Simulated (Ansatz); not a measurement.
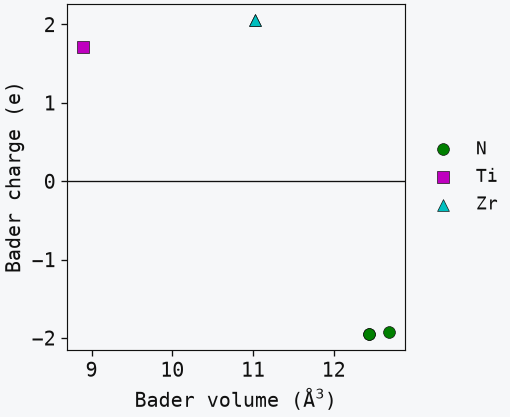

Bader charges of the atoms (positive: electrons lost), against the volumes of their basins.

The material is Zr₂TiN₃, space group I4/mmm, 6 atoms in the cell.

Level of theory: DFT r2SCAN, scalar-relativistic, plane waves, PAW, no spin polarisation, 16×16×16 k mesh, 500 eV cutoff; code Ansatz.

Which way does charge flow, and how much?

Answer. The Bader charges are Zr +2.06 e, Ti +1.71 e and N −1.94 e. Summed over the cell, Zr gives up most (4.1 e) and N takes most (5.8 e).

Which atoms take the most room?

Answer. N has the largest basins, 12.5 Å³ on average, and Ti the smallest, 8.9 Å³.

The structure is an invented one, so it need not be a known or stable phase.
